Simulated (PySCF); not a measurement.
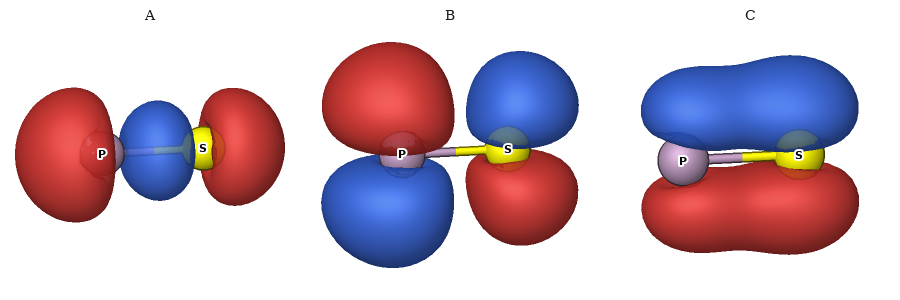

Figure. PS (charge +1). Three frontier orbitals, each drawn at the value that holds 80 % of its norm (red and blue are the two phases), in no order; of a degenerate pair one member is drawn.

Level of theory: PBE0/6-31G(d,p), non-relativistic, at a bond length of 1.834 Å (PySCF).

### Name the orbitals and rank them from lowest to highest energy.

Orbital A: σ, occupied, −17.23 eV; shared between the atoms (P 55 %, S 45 %).
Orbital C: π, occupied, −16.91 eV; bonding, with no node between the atoms.
Orbital B: π, empty, −10.60 eV; antibonding, with a node between the atoms.
